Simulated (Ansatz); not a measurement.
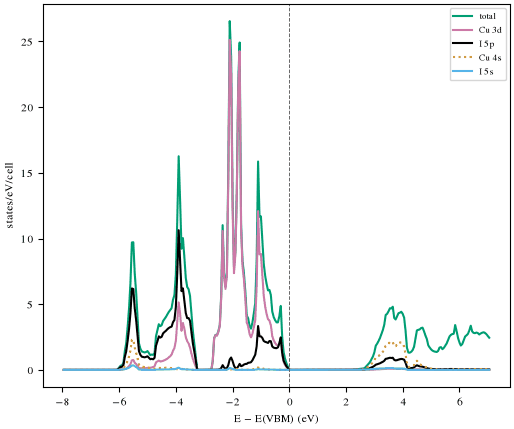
Figure. Total and projected density of states of CuI in space group P4/nmm (No. 129; Cu on 2b, I on 2c), r²SCAN+D4 in the plane-wave PAW code Ansatz

Task: Which orbitals carry the states next to the gap?

Result: Top 1 eV of the valence band: Cu 3d 62 %, I 5p 35 %. Bottom 1 eV of the conduction band: Cu 4s 54 %, I 5p 23 %, I 5s 7 %, outside the projected shells 13 %. Projections are on Löwdin-orthogonalised atomic valence shells; empty p or d shells of many metals are not among them.

Task: Where is the tallest occupied peak in this window, and what makes it?

Result: Near -2.1 eV, about 27 states/eV per cell; the largest projected share is Cu 3d.

The start of the workflow was typed in or built on a structure type; the Crystallography Open Database copy checked does not list it. It is not the phase usual at ambient conditions (space group No. 216). Symmetry was held in the r²SCAN+D4 relaxation; whether a distortion lowers the energy is not shown. The workflow began spin-polarised and lost its moments. Scalar-relativistic: spin–orbit coupling is off unless named, which matters more the heavier the elements.

Potentials: the earlier of the program's two PAW sets.
